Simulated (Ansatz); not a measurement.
Consider F3HOSi···SiH4.

Input file:

```
crystal:
  periodic: [false, false, false]
  atoms:
    - { symbol: Si, position_ang: [-0.548002, -1.575085, -0.264056] }
    - { symbol: Si, position_ang: [0.240571, 1.840986, 0.150878] }
    - { symbol: F, position_ang: [-1.044027, -2.95996, -0.886104] }
    - { symbol: F, position_ang: [-1.156437, -1.417442, 1.210069] }
    - { symbol: F, position_ang: [-1.146388, -0.421941, -1.203837] }
    - { symbol: H, position_ang: [0.802748, 0.548877, 0.497905] }
    - { symbol: O, position_ang: [1.161152, -1.577275, -0.242624] }
    - { symbol: H, position_ang: [1.019307, 2.906849, 0.866808] }
    - { symbol: H, position_ang: [0.35947, 2.030116, -1.326288] }
    - { symbol: H, position_ang: [-1.195993, 1.904132, 0.575733] }
    - { symbol: H, position_ang: [1.507601, -1.279258, 0.621415] }
basis:
  gaussian: { orbitals: "6-31G*" }
hamiltonian:
  xc: pbe
relax:
  f_tol: 0.03
  max_steps: 50
output:
  orbitals: {}
```

Launched as:

```sh
ansatz run input.yaml --threads 2 --pin off --max-ram 3072MiB --backend cpu --events-out ev --progress --plain --runs-dir out
```

The fields are those of the relaxed geometry.

Theory: Ansatz 0.2.0, RKS PBE/6-31G*.

What can the converged electron density and electron localisation function tell about the bonding?

Answer. Si–F (1.59 Å): the density is about 1.1 e/Å³ at the midpoint; the ELF peaks at about 0.80 in the valence shell of F, 0.6 Å from its nucleus, and is about 0.45 at the midpoint.

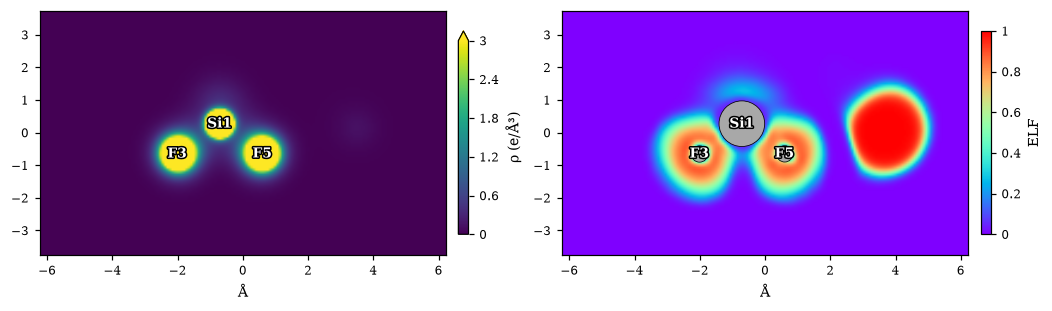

Computed electron density and electron localisation function on the plane of atoms F3, Si1 and F5, in this order. Grey discs cover the atomic cores in the ELF map. 
